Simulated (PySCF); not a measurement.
# CH$_{7}$BSi (SMILES BC[SiH3]): what the fields show

Input

```
{"job": {"kind": "nmr", "xc": "PBE0", "basis": "pcSseg-1"}, "charge": 0, "multiplicity": 1}
B     -1.513052    -0.285036    -0.115897
C     -0.327237     0.688253    -0.283937
Si     1.258636    -0.244200     0.256533
H     -1.823179    -0.998235    -0.991923
H     -2.084984    -0.348483     0.904485
H     -0.156564     1.012965    -1.309900
H     -0.387268     1.576872     0.343753
H      1.485793    -1.422911    -0.582835
H      1.169891    -0.654630     1.659857
H      2.386848     0.680060     0.097337
```

Run with:

```sh
OMP_NUM_THREADS=1 python probes_run.py task.json out
```

Geometry: GFN2-xTB.

Level of theory: PySCF 2.14.0, PBE0/pcSseg-1, SCF density, gas phase, non-relativistic.

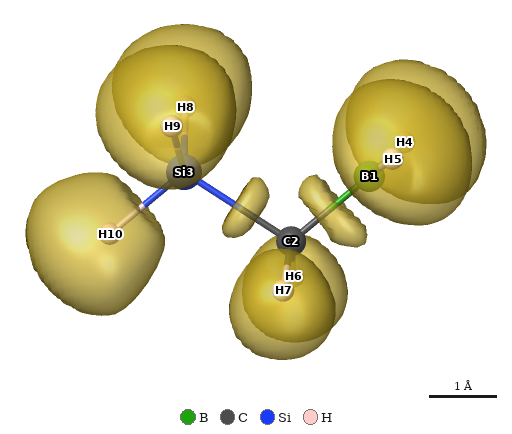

Figure 1. Isosurface of the electron localisation function at 0.85 (yellow), seen across its widest extent. Only the valence region is drawn (cores and ρ < 0.01 e/Å³ removed).

What do the ELF domains correspond to?

Answer. The ELF exceeds this value in one region between bonded B–C atoms (shared pairs), one region between bonded C–Si atoms (shared pairs) and seven regions around hydrogen nuclei.


C–B (1.54 Å): the ELF peaks at about 0.95 between the atoms, as expected for a covalent bond. C–Si (1.92 Å): the ELF peaks at about 0.95 between the atoms: a covalent bond.

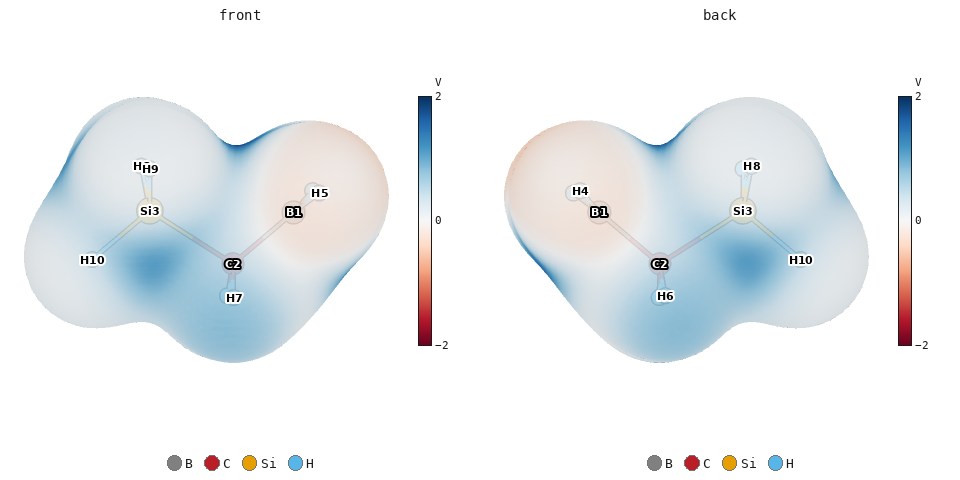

Figure 2. The molecular electrostatic potential painted on the density surface at 0.002 e/bohr³, seen from the front and from behind; red is negative and blue positive.

Which sites attract a positive test charge, and which a negative one?

Answer. A positive charge is drawn to the negative regions and a negative charge to the positive ones. The most negative region (about −0.4 V) lies over H4, the most positive (about +1.6 V) over B1 and Si3.

What dipole moment does the calculation give?

Answer. Its dipole moment is 0.77 D.

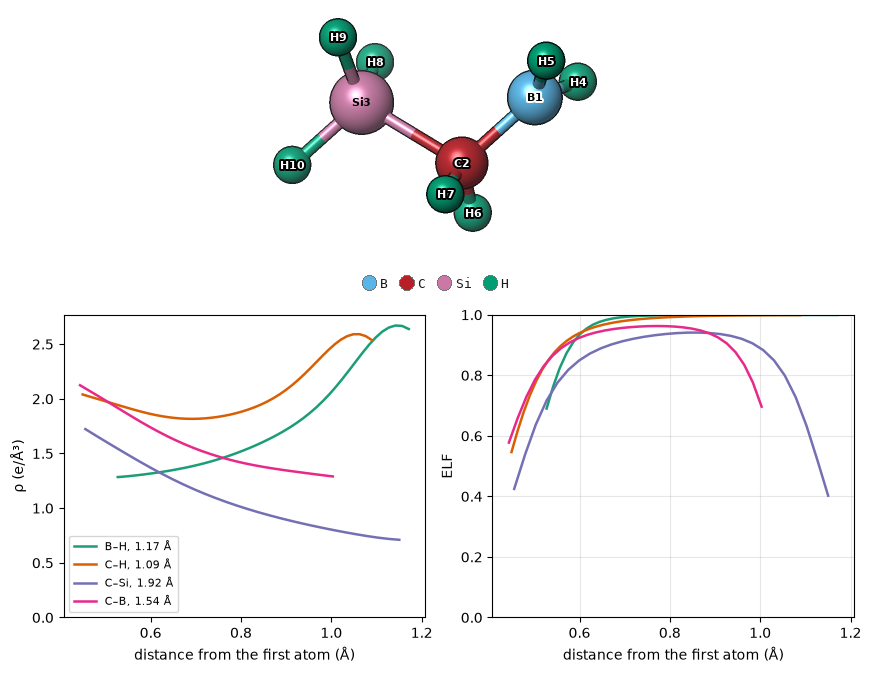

Figure 3. Electron density and ELF along straight lines between neighbouring atoms. The curves leave out the atomic cores. The structure is drawn too.

Compare the contacts.

Answer. B–H (1.17 Å): ρ is about 1.3 e/Å³ halfway; the ELF climbs to about 1 towards the hydrogen, as it does in any bond to H (an ordinary covalent bond to hydrogen).
C–H (1.09 Å): ρ is about 1.9 e/Å³ halfway; the ELF climbs to about 1 towards the hydrogen (a covalent bond by its length).
C–Si (1.92 Å): ρ is about 0.84 e/Å³ halfway; the ELF peaks at about 0.95 between the atoms (a shared electron pair).
C–B (1.54 Å): the density is about 1.4 e/Å³ at the midpoint; the ELF peaks at about 0.95 between the atoms (a shared electron pair).
